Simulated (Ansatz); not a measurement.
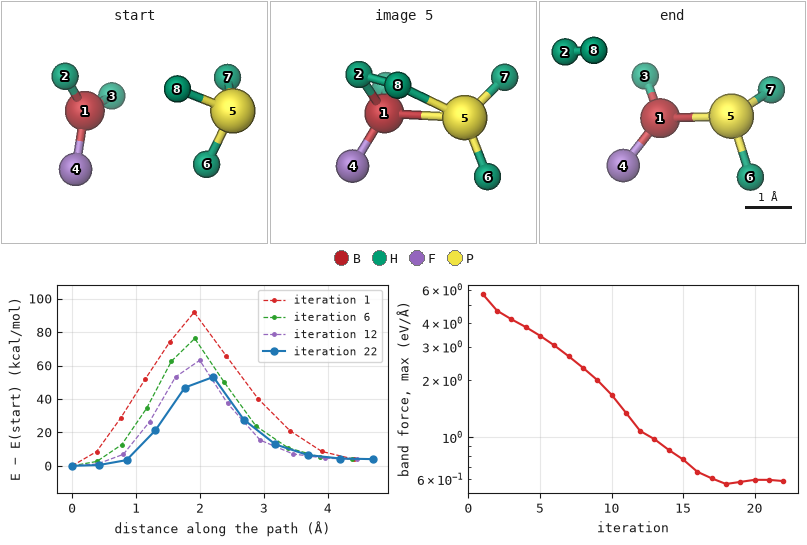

NEB run on BPH5F, made up at the start of BH2F and PH$_{3}$. Images are numbered from 0 (start) to 10 (end). The plot follows the band through its iterations. Style: ball-and-stick. Shown at a tilt.

Method: Ansatz 0.2.0, RKS BHLYP-D4/def2-mTZVP. Run with 9 movable images; climbing image; force threshold 0.03 eV/Å; iteration limit 22; optimiser FIRE; largest step 0.02 Å; starting path through a guess of the saddle point.

> How did the profile develop, and is the result final?

The result isn't final. The band hadn't converged when the run stopped after 22 iterations. The largest component of the band force went from 5.7 to 0.59 eV/Å. The barrier read from it is provisional: over the last two iterations the highest image moved from 54.7 kcal/mol to 53.2 kcal/mol. The step length is far from the usual. The first iteration put the highest image at 91.8 kcal/mol. The energy climbs by 53.2 kcal/mol to image 5 and then falls by 49.2 kcal/mol, so the end point sits at +4.0 kcal/mol.

Limits of the set-up: the start holds two separate molecules, 2.9 Å apart at their closest, whose relative position is a soft coordinate.
